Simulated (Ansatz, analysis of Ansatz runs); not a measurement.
# V_Cd under the (011) surface of CdP2: energy against depth, part 2 of 2

Question: does neutral V_Cd prefer the (011) surface of CdP2 or the inside, and by how much? The same defect is put at one site in each of several layers from the top towards the middle of one slab. Model: a cell of 48 host atoms with 1 Cd taken out.

Ansatz 0.2.0; plane-wave PAW DFT, PBEsol; a slab with vacuum, neutral defects.

So far. Step 2 (The clean slab): On a dense mesh the slab's energy differs by 26 meV an atom, so the supercells take one more k-point along each vector. Step 3 (Does the supercell reconstruct?): Atoms end at most 1.67 Å from the small cell's positions: the larger cell lets the slab distort, and the defects are built on the new structure.

### Step 4. The defect, layer by layer

Level of this step: plane-wave PAW DFT, PBEsol, periodic cell with vacuum; relaxation of a neutral defect in a slab; PAW set soft_1 (Ansatz).

Each layer's defect is relaxed from random displacements, at more than one total moment, because the electrons or holes left behind may pair or not. Layer 1 is shown in full.

File layer1_M0.relax/input.yaml:

```yaml
crystal:
  lattice:
    - [10.395022, 0.0, 0.0]
    - [0.0, 11.327761, 0.0]
    - [0.0, 0.0, 22.0]
  atoms:
    - { symbol: Cd, position: [0.08907118, 0.86884253, 0.43618206] }
    - { symbol: Cd, position: [0.4150765, 0.05455845, 0.35278976] }
    - { symbol: Cd, position: [0.14317377, 0.33285568, 0.39878309] }
    - { symbol: Cd, position: [0.39680689, 0.62956705, 0.38145232] }
    - { symbol: Cd, position: [0.16348632, 0.09371428, 0.64661476] }
    - { symbol: Cd, position: [0.33820821, 0.29221694, 0.54581602] }
    - { symbol: Cd, position: [0.15117383, 0.51866268, 0.61690242] }
    - { symbol: Cd, position: [0.34189356, 0.83296386, 0.59990113] }
    - { symbol: P, position: [0.27381699, 0.02433025, 0.44838135] }
    - { symbol: P, position: [0.01735505, 0.88170928, 0.32387502] }
    - { symbol: P, position: [0.35248085, 0.38920411, 0.351667] }
    - { symbol: P, position: [0.05137804, 0.51739619, 0.45183953] }
    - { symbol: P, position: [0.19429948, 0.66330288, 0.45545619] }
    - { symbol: P, position: [0.46350082, 0.25861144, 0.30848695] }
    - { symbol: P, position: [0.17313588, 0.17903712, 0.48152066] }
    - { symbol: P, position: [0.49846744, 0.83738547, 0.3466373] }
    - { symbol: P, position: [0.44236313, 0.25686523, 0.68024198] }
    - { symbol: P, position: [0.02709284, 0.12299101, 0.5495752] }
    - { symbol: P, position: [0.29160735, 0.63953139, 0.54216614] }
    - { symbol: P, position: [0.10734756, 0.75921903, 0.64966118] }
    - { symbol: P, position: [0.20988771, 0.89235858, 0.69534605] }
    - { symbol: P, position: [0.43817666, 0.49864577, 0.53565615] }
    - { symbol: P, position: [0.24737686, 0.31151655, 0.65723699] }
    - { symbol: P, position: [0.41951152, 0.97125948, 0.51682518] }
    - { symbol: Cd, position: [0.59466849, 0.8567736, 0.45711798] }
    - { symbol: Cd, position: [0.88487494, 0.05803346, 0.35241797] }
    - { symbol: Cd, position: [0.59544017, 0.31892006, 0.40384124] }
    - { symbol: Cd, position: [0.86204931, 0.58564225, 0.38736308] }
    - { symbol: Cd, position: [0.84442242, 0.28101564, 0.56231986] }
    - { symbol: Cd, position: [0.60681056, 0.56084083, 0.61657792] }
    - { symbol: Cd, position: [0.90099965, 0.8133119, 0.59688166] }
    - { symbol: P, position: [0.76823718, 0.02166323, 0.45492942] }
    - { symbol: P, position: [0.69309278, 0.88781803, 0.32058228] }
    - { symbol: P, position: [0.79356608, 0.38882456, 0.34567629] }
    - { symbol: P, position: [0.55113746, 0.52237316, 0.45410117] }
    - { symbol: P, position: [0.7042346, 0.65309368, 0.47064102] }
    - { symbol: P, position: [0.94040617, 0.27112314, 0.34341079] }
    - { symbol: P, position: [0.67599333, 0.18197735, 0.48771992] }
    - { symbol: P, position: [0.84914195, 0.77319925, 0.32792108] }
    - { symbol: P, position: [0.76958044, 0.26938273, 0.67486026] }
    - { symbol: P, position: [0.51533445, 0.13020062, 0.54860765] }
    - { symbol: P, position: [0.80712651, 0.61854403, 0.55545958] }
    - { symbol: P, position: [0.54928847, 0.76485227, 0.64993743] }
    - { symbol: P, position: [0.70054555, 0.87753079, 0.65514929] }
    - { symbol: P, position: [0.95845566, 0.48358209, 0.54060745] }
    - { symbol: P, position: [0.59748467, 0.37277198, 0.67390705] }
    - { symbol: P, position: [0.9301217, 0.96739437, 0.51443663] }
basis:
  ecutwfc: 420
  xc_grid: 2
hamiltonian:
  xc: pbesol
  pseudopotentials: { kind: paw, azcp: { folder: soft_1 }, xc_functional: pbe }
kpoints:
  mp_grid: { grid: [2, 2, 1] }
scf:
  occupations: { method: fermi_dirac, width: 0.01 }
  max_iter: 80
output:
  forces: true
relax:
  f_tol: 0.03
  max_steps: 90
  random_displacement: { amplitude: 0.05, seed: 9117 }
```

Run with:

```console
> ansatz run input.yaml --threads 32 --pin off --max-ram 84787MiB --backend cuda --events-out ev --progress --plain --runs-dir out --max-vram 78GiB
```

Numbers of over 12 decimals in the logs are rounded to 6 here.

The program printed:

```text
[...]
Crystal: 47 atoms, lattice volume = 2590.551 Å³
Basis set: ecut = 420 eV, 50643 PW (Γ), exchange–correlation on 144×160×300 points (8 copies of the dense FFT grid, shifted against one another)
Bands: 277, of which v1, the nominal top of the filled ones, is band 230 counted from 1 (229 counted from 0)
[...]
k-points: 4
[...]
SCF 2 converged in 8 iterations: F = -146433.497416 eV  dr2 = 2.09e-5
[...]
SCF 8 converged in 8 iterations: F = -146433.906252 eV  dr2 = 2.56e-7
[...]
relax step   9: F+E_penalty+E_count = -146433.95754518 eV  Δ(F+E_penalty+E_count) = -5.129e-2 eV  max|allowed force component| = 2.283e-1 eV/Å  Δτ_max = 0.1974 Å  (7 SCF iters, dr2 threshold 1.81e-6 e [...]
[...]
relax step  12: F+E_penalty+E_count = -146434.43951335 eV  Δ(F+E_penalty+E_count) = -2.024e-1 eV  max|allowed force component| = 3.504e-1 eV/Å  Δτ_max = 0.1947 Å  (7 SCF iters, dr2 threshold 1.00e-4 e [...]
[...]
relax step  18: F+E_penalty+E_count = -146434.77878381 eV  Δ(F+E_penalty+E_count) = -1.464e-2 eV  max|allowed force component| = 3.362e-2 eV/Å  Δτ_max = 0.0517 Å  (8 SCF iters, dr2 threshold 1.03e-6 e [...]
[...]
SCF 20 converged in 10 iterations: F = -146434.784625 eV  dr2 = 1.32e-8
[...]
--- Relaxed structure (20 steps of the walk, 19 accepted, 0 SCFs on fresh bases) ---
[...]
```

Run time: 21 s. Hardware: 1 × NVIDIA GB200 with 32 threads of Arm Neoverse V2, shared host; peak memory 1.6 GiB; 83 s of CPU time.

Relaxation path:

```
step  energy less that of the first step (eV)  largest force component (eV/Å)
   1                                   0.0000                          0.9285
   2                                  -0.5992                          0.5786
   3                                  -0.7941                          0.3020
   4                                  -0.8927                          0.1697
   5                                  -0.9482                          0.1255
   6                                  -0.9721                          0.2928
   7                                  -0.9890                          0.1022
   8                                  -1.0081                          0.1219
   9                                  -1.0594                          0.2283
  10                                  -1.1666                          0.5874
  11                                  -1.3390                          0.5122
  12                                  -1.5413                          0.3504
  13                                  -1.7208                          0.3423
  14                                  -1.7679                          0.7212
  15                                  -1.6586                          0.7724
  16                                  -1.8575                          0.1816
  17                                  -1.8660                          0.1277
  18                                  -1.8806                          0.0336
  19                                  -1.8838                          0.0300
  20                                  -1.8865                          0.0274
```

Relaxation step 15 was tried and not accepted.

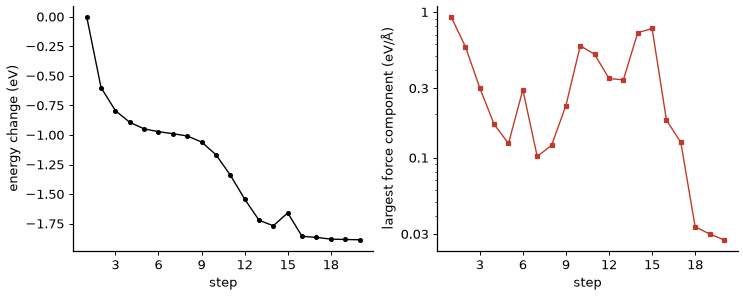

Energy and largest force along the relaxation.

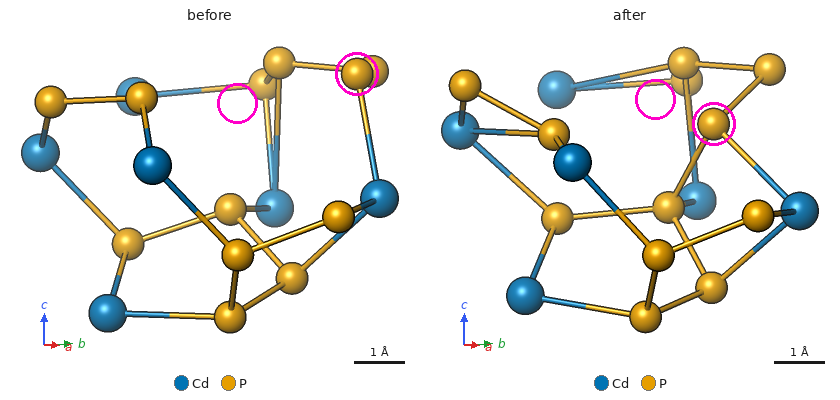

Before and after: the atoms that start within 5 Å of the centre. P40, which moves most, is ringed if it is among them. A ring with no atom in it marks the empty centre.

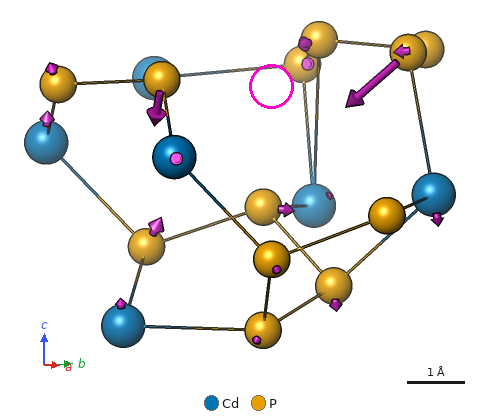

Displacements in the relaxation from the typed sites near the centre, scaled, the mean shift taken out; the longest in the cell stands for 1.75 Å. A ring marks the centre wherever it is empty.

The atoms that moved most (Å, from the sites as typed, ahead of the random displacement, the mean shift of all atoms taken out):

```csv
atom,dx,dy,dz,length
P40,-1.025,-0.887,-1.103,1.748
P44,-0.542,0.107,-0.836,1.002
P24,0.303,0.094,0.429,0.534
P20,-0.434,0.112,0.090,0.457
P9,0.314,-0.010,0.301,0.435
P46,-0.156,-0.387,-0.035,0.418
P17,-0.388,-0.119,-0.091,0.416
P41,0.253,0.324,-0.046,0.413
```

The atoms nearest to the centre after the run:

| atom | distance (Å) |
| --- | --- |
| P40 | 1.290 |
| P44 | 2.390 |
| P41 | 2.594 |
| P46 | 2.944 |
| P17 | 3.112 |
| P24 | 3.411 |
| Cd29 | 3.789 |
| P43 | 3.948 |
| P38 | 3.961 |
| Cd31 | 3.995 |

Among the atoms that came to bonding distance: P41–P40 2.23 Å (from 4.15).

All relaxations:

| layer | depth (Å) | moment (μB) | outcome | structures computed | largest displacement from the input (Å) | time |
| --- | --- | --- | --- | --- | --- | --- |
| 1 | 1.05 | 0 | converged | 20 | 1.75 | 21 s |
| 1 | 1.05 | 2 | converged | 19 | 1.76 | 51 s |
| 2 | 1.73 | 0 | converged | 36 | 2.37 | 36 s |
| 2 | 1.73 | 2 | converged | 33 | 2.38 | 52 s |
| 3 | 3.29 | 0 | converged | 24 | 0.95 | 16 s |
| 3 | 3.29 | 2 | converged | 15 | 0.70 | 24 s |

The relaxation ends 40 meV an atom lower than the displaced start, with a largest force component of 0.027 eV/Å.

### Step 5. Energies and states

Single points on the relaxed structures give the energies, all at one sampling, and show where the defect's states lie.

File layer2_M0.point.pbesol/input.yaml:

```yaml
crystal:
  lattice:
    - [10.395022, 0.0, 0.0]
    - [0.0, 11.327761, 0.0]
    - [0.0, 0.0, 22.0]
  atoms:
    - { symbol: Cd, position: [0.0847364, 0.84925985, 0.44233077] }
    - { symbol: Cd, position: [0.40669481, 0.03276885, 0.36016307] }
[... 5 atom lines left out ...]
    - { symbol: Cd, position: [0.4427446, 0.78263661, 0.60933204] }
[... 8 atom lines left out ...]
    - { symbol: P, position: [0.44336851, 0.36139847, 0.68458052] }
[... 4 atom lines left out ...]
    - { symbol: P, position: [0.42962098, 0.46938514, 0.5291395] }
[... 17 atom lines left out ...]
    - { symbol: P, position: [0.7262191, 0.44259281, 0.6176455] }
[... 1 atom line left out ...]
    - { symbol: P, position: [0.81225057, 0.58645851, 0.56303941] }
[... 3 atom lines left out ...]
    - { symbol: P, position: [0.52472996, 0.49648623, 0.62013516] }
    - { symbol: P, position: [0.92341937, 0.93861085, 0.52219918] }
basis:
  ecutwfc: 420
  xc_grid: 2
hamiltonian:
  xc: pbesol
  pseudopotentials: { kind: paw, azcp: { folder: soft_1 }, xc_functional: pbe }
kpoints:
  mp_grid: { grid: [2, 2, 1] }
scf:
  occupations: { method: fermi_dirac, width: 0.01 }
  max_iter: 100
output:
  forces: true
  eigenvalues: true
  eigenstates: { localisation: true }
  populations: true
checkpoint:
  write: "../layer2_M0.point.pbesol.run"
  compress: false
  write_wavefunctions: false
  write_every: 100000
```

The program printed:

```text
[...]
Crystal: 47 atoms, lattice volume = 2590.551 Å³
Basis set: ecut = 420 eV, 50643 PW (Γ), exchange–correlation on 144×160×300 points (8 copies of the dense FFT grid, shifted against one another)
Bands: 277, of which v1, the nominal top of the filled ones, is band 230 counted from 1 (229 counted from 0)
[...]
k-points: 4
[...]
SCF iter   1: F=—  HF=-146445.135389 eV  |F-HF|=—  |Δ(HF+E_count)|=         —  Δρ=2.64e-2  dr2=3.20e1  ethr=3.10e-3  ⟨swp⟩=9.0  Hψ=5577  notcnv=0  defer=83
[...]
SCF iter   2: F=—  HF=-146436.270451 eV  |F-HF|=—  |Δ(HF+E_count)|=    8.86e0  Δρ=1.18e-2  dr2=3.61e0  ethr=3.10e-3  ⟨swp⟩=3.0  Hψ=2204  notcnv=0  defer=167
[...]
SCF iter  13: F=—  HF=-146435.247058 eV  |F-HF|=—  |Δ(HF+E_count)|=   1.73e-7  Δρ=1.42e-6  dr2=2.58e-7  ethr=1.88e-10  ⟨swp⟩=2.8  Hψ=1605  notcnv=0  defer=164
SCF iter  14: F=-146435.247058 eV  HF=-146435.247058 eV  |F-HF|=5.31e-8  |Δ(HF+E_count)|=   2.27e-9  Δρ=8.32e-7  dr2=9.43e-8  ethr=2.17e-11  ⟨swp⟩=18.0  Hψ=6362  notcnv=0
SCF 1 converged in 14 iterations: F = -146435.247058 eV  dr2 = 9.43e-8
[...]
SCF converged after 14 iterations
Free energy (F): -146435.247058 eV
[...]
Fermi energy:    0.392009 eV
[...]
--- Löwdin populations: 47 sites ---
[...]
spilling = 0.011135 (of n_electrons = 460.000000)
[...]
```

Wall time 2.9 s (1 × NVIDIA GB200 with 32 threads); peak memory 2.8 GiB.

States next to the filling edge at the first k-point, on the run's own zero (eigenstates.tsv). The participation number counts the atoms that a state is spread over, of 47; bands count from 0.

```csv
spin,band,energy (eV),occupation,participation,largest share on,share
both,224,-0.321,2.00,27.6,P20,0.07
both,225,-0.255,2.00,25.9,P14,0.10
both,226,-0.164,2.00,25.1,P23,0.08
both,227,-0.086,2.00,27.1,P40,0.09
both,228,0.114,2.00,24.6,P10,0.11
both,229,0.190,2.00,22.7,P17,0.13
both,230,0.617,0.00,16.9,P11,0.13
both,231,0.674,0.00,15.4,P44,0.14
both,232,0.801,0.00,11.8,P37,0.16
both,233,0.926,0.00,8.5,P20,0.24
both,234,1.206,0.00,10.7,P33,0.21
```

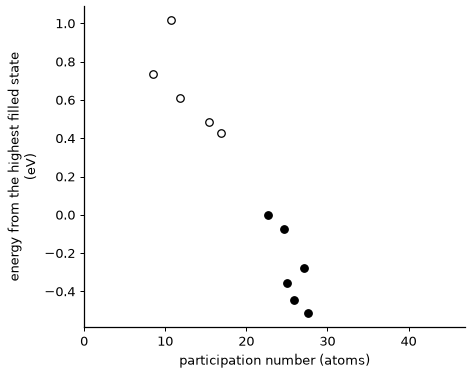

States next to the filling edge at the first k-point: energy against spread. Filled marks are occupied, open marks empty.

Under PBEsol, periodic cell with vacuum at the first k-point of a 2×2×1 Γ-centred mesh, the highest filled state is spread over 23 of 47 atoms, and the lowest empty one, 0.43 eV above it, is spread over 17 of 47 atoms.

Against the clean slab and Cd (hcp):

```
layer  depth (Å)  total moment (μB)  formation energy (eV)  against the deepest layer (eV)
    1       1.05                  0                   0.67                           -0.97
    1       1.05                  2                   0.82                           -0.82
    2       1.73                  0                   0.21                           -1.43
    2       1.73                  2                   0.48                           -1.16
    3       3.29                  0                   1.64                            0.00
    3       3.29                  2                   1.86                            0.22
```

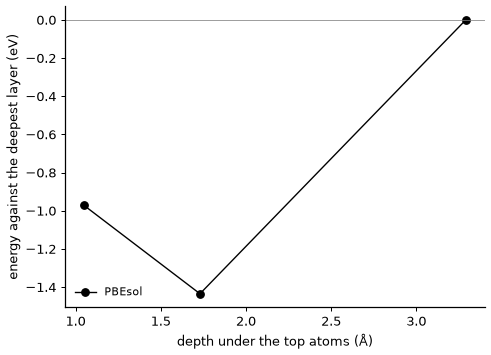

Lowest energy of the defect in each layer, against the deepest one.

### Step 6. What came out

| Property | Result |
| --- | --- |
| highest less deepest of the layers obtained (PBEsol) | -0.97 eV |
| layer of the lowest energy (PBEsol), structures unlike | 2 |

What this shows: Under PBEsol V_Cd is 0.97 eV lower in layer 1 than in layer 3, 3.3 Å down. But host atoms moved by over 1.2 Å in layer 1 at 0 μB (1.7 Å), layer 1 at 2 μB (1.8 Å), layer 2 at 0 μB (2.4 Å) and layer 2 at 2 μB (2.4 Å): the surface or the defect's shell rebuilt itself there, so the layers are not compared like for like and these differences are no segregation energies. The clean slab's gap at this sampling is 0.21 eV; it is small, so surface states can take up the defect's carriers. Limits: neutral states alone; one site a layer, which need not be the same crystallographic site in every layer, at most four layers; one defect on one side of the slab, 10.4 Å from its images and with no dipole correction; the deepest layer of so thin a slab is not yet bulk, and the thickness was not varied; the in-plane lattice is the database's, not relaxed here; no adsorbates, no temperature.

[Logs are printed without paths, hosts, clocks, repeated set-up lines and the standing remarks that a program may print on its own settings, such as how far it seeks lower states.]

[Hosts, paths, dates, database ids (printed as entryN), source tags and the programs' standing remarks are cut or masked in the printed files.]

[Maps of the electrostatic potential energy from Ansatz leave out the sawtooth potential of an applied field or a dipole correction, so their vacuum need not be flat.]
